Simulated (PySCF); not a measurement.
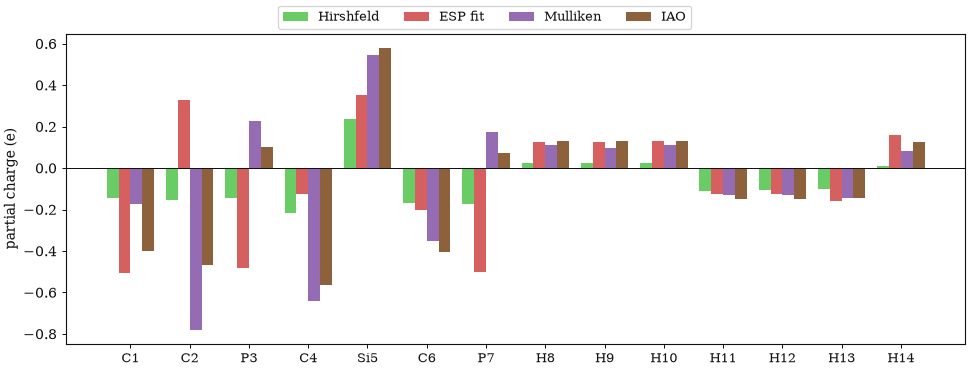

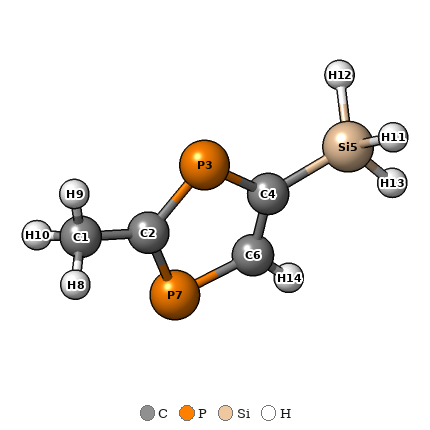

Atomic charges of C₄H₇P₂Si⁻, SMILES Cc1pc([SiH3])c[p-]1 by 4 schemes, PBE0/pcSseg-1 (IEF-PCM benzene), PySCF, at a PBE0-D3(BJ)/def2-SVP geometry (no frequency check).

On which atom do the schemes disagree most?

Answer. On C2: Hirshfeld −0.16, ESP fit 0.33, Mulliken −0.78, IAO −0.47 e.

Which atom is the most negative in each scheme?

Answer. Hirshfeld: C4 (−0.22 e); ESP fit: C1 (−0.51 e) and P7 (−0.50 e); Mulliken: C2 (−0.78 e); IAO: C4 (−0.56 e).

Note: an anion in a basis that has no diffuse functions.
